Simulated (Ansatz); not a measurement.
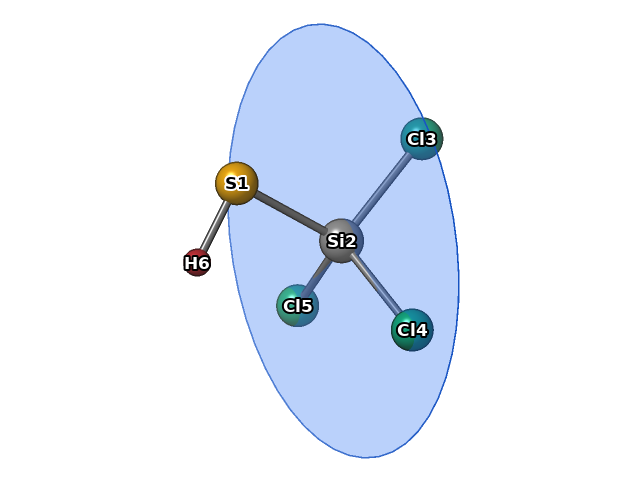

A disc through the centre of mass is drawn in. Distant atoms are faded towards the background colour. The geometry was computed by an optimisation with PBE0-D4/def2-TZVP.

Question: Is the plane of the disc a mirror plane of the structure?

Answer: No. The point group is Cs, with 1 mirror plane, and this plane isn't one of its mirror planes.
